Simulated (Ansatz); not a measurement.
Input file:

```
crystal:
  lattice:
    - [0.0, 5.0599386209, 5.0599386209]
    - [5.0599386209, 0.0, 5.0599386209]
    - [5.0599386209, 5.0599386209, 0.0]
  atoms:
    - { symbol: Ni, position: [0.5, 0.5, 0.5], spin: 0.2 }
    - { symbol: Ru, position: [0.0, 0.0, 0.0] }
    - { symbol: C, position: [0.8006781857, 0.1993218143, 0.1993218143] }
    - { symbol: C, position: [0.1993218143, 0.8006781857, 0.1993218143] }
    - { symbol: C, position: [0.1993218143, 0.1993218143, 0.8006781857] }
    - { symbol: C, position: [0.1993218143, 0.8006781857, 0.8006781857] }
    - { symbol: C, position: [0.8006781857, 0.1993218143, 0.8006781857] }
    - { symbol: C, position: [0.8006781857, 0.8006781857, 0.1993218143] }
    - { symbol: "N", position: [0.6852627199, 0.3147372801, 0.3147372801] }
    - { symbol: "N", position: [0.3147372801, 0.6852627199, 0.3147372801] }
    - { symbol: "N", position: [0.3147372801, 0.3147372801, 0.6852627199] }
    - { symbol: "N", position: [0.3147372801, 0.6852627199, 0.6852627199] }
    - { symbol: "N", position: [0.6852627199, 0.3147372801, 0.6852627199] }
    - { symbol: "N", position: [0.6852627199, 0.6852627199, 0.3147372801] }
basis:
  ecutwfc: 420
kpoints:
  mp_grid: { grid: [6, 6, 6] }
hamiltonian:
  xc: pbe
scf:
  occupations: { method: gaussian, width: 0.1 }
output:
  forces: true
  stress: true
  eigenvalues: true
  populations: true
  write_density: true
  write_potential: true
  elf: true
  volumetric_format: npy
magnetization:
  spin_polarized: true
relax:
  adjacent_minimum: "off"
  f_tol: 0.01
  max_steps: 80
  cell: { stress_tol: 0.05 }
```

Launched as:

```sh
ansatz run input.yaml --threads 1 --pin off --max-ram 2560MiB --backend cpu --events-out ev --progress --plain --runs-dir out
```

Below, planes, directions and counts refer to the conventional cell (a = 10.12 Å, b = 10.12 Å, c = 10.12 Å, α = 90.00°, β = 90.00°, γ = 90.00°).

The fields are those of the run's last geometry, not of the input's.

Space group Fm-3m; a structure generated by program, which may or may not match a known phase; spin-polarised.

Computed with DFT PBE, scalar-relativistic, plane waves, PAW (Ansatz).

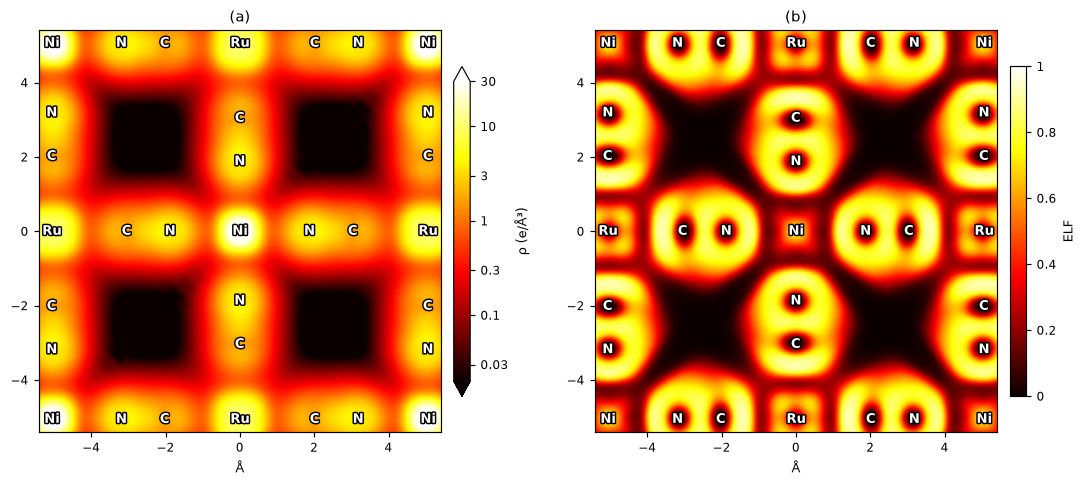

NiRuC$_{6}$N$_{6}$. (a) valence pseudo-density; (b) ELF on the (100) plane of the conventional cell.

In a PAW calculation such maps are meaningful between the atoms, not at the nuclei.

> Interpret the plot.

The plane passes through Ni, Ru, C and N nuclei.
C–N (1.17 Å): ρ is about 3.4 e/Å³ halfway; the ELF peaks at about 0.85 between the atoms.
Ni–N (1.88 Å): ρ is about 0.83 e/Å³ halfway; the ELF peaks at about 0.90 in the valence shell of N, 0.7 Å from its nucleus, and is about 0.35 at the midpoint.
Ru–C (2.02 Å): the density is about 0.85 e/Å³ at the midpoint; the ELF peaks at about 0.90 in the valence shell of C, 0.6 Å from its nucleus, and is about 0.25 at the midpoint.
The density dies away to nearly zero in the voids.
The features right at Ni and Ru lie inside the PAW spheres, where the map follows smoothed inner orbitals and isn't to be read closely.
